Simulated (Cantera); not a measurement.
Input: 1 mol SiHCl3, 0.51 mol CH4, 47 mol H2, at 1300 Pa.

Equilibrium computed with Cantera from the NASA thermochemical tables; the gas is ideal and each condensed phase is pure. Candidate condensed phases: C, C6H6, C7H8, C8H18, Si, SiC; 109 gas species. The tables' values for SiCl are old estimates; treat these amounts as uncertain. Gases not in the tables: Si2H6 and higher silanes. Equilibrium is a limit: real reactors are often held back by kinetics, nucleation or transport.

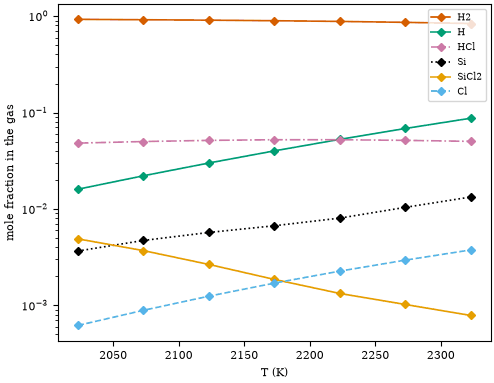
Fig. 1. Equilibrium gas composition (values under 1e-9 drawn at 1e-9)

Question: Read off the mole fractions at 2073 K.

Answer: H2 about 0.92, HCl about 0.050, H about 0.022, Si about 0.0047, SiCl2 about 0.0037, Cl about 0.00089.
